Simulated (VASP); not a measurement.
Band structure of Cd (hcp). Level of theory: PW91 GGA, VASP's PBE PAW potentials (set 64) (plane waves; VASP 6.6.1).

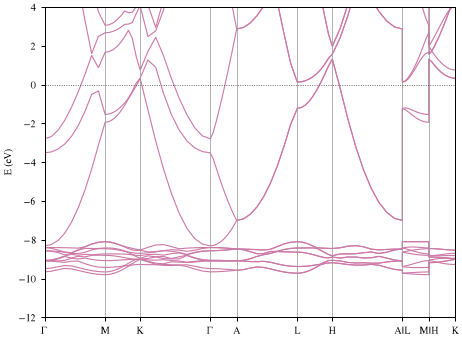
*Bands along high-symmetry lines, zero at the valence-band maximum or, without a gap, the Fermi level*

**Question.** Read the plot: is there a gap, and where are the band edges?

**Answer.** It has no gap at this level: it comes out as a metal or semimetal. (Edges off the drawn lines would not show.)

The compound is Cd in the hcp structure. It was relaxed first, which changed the volume by +7 %.
